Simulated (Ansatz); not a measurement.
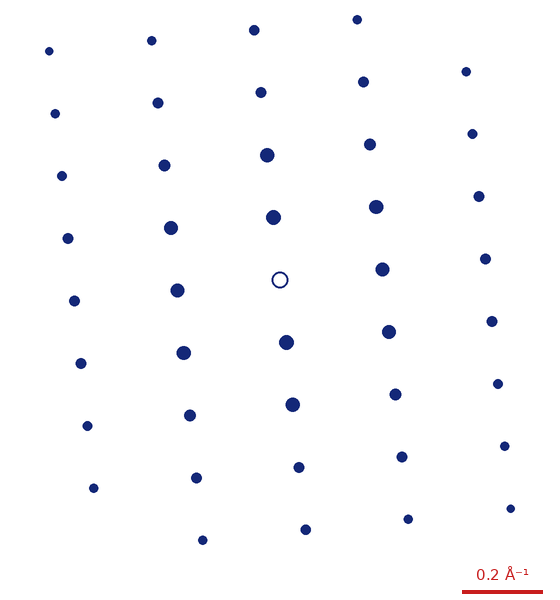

Computed electron diffraction pattern, 200 kV, single scattering only, B = 0.3 Å².

**What net do the spots form, and what spacings does it show?**

The spots form a rectangular net whose two shortest vectors correspond to d = 6.36 Å and 3.87 Å, 90.0° apart.

**What is the point symmetry of the pattern, intensities included?**

2mm. A zero-layer kinematic pattern is always centrosymmetric (Friedel's law).

**Which crystal and zone produced it?**

This cannot be fixed from one zone alone; the pattern is [100] of CsLi, space group P-6m2 (No. 187), a = 4.46 Å, c = 6.36 Å (hexagonal axes). The net vectors are 0 0 1 and 0 1 0. Structure: coordinates from a relaxation with DFT PBE+D3(BJ), scalar-relativistic, plane waves, PAW in Ansatz; the starting structure was generated, so it need not be a known form of this composition.
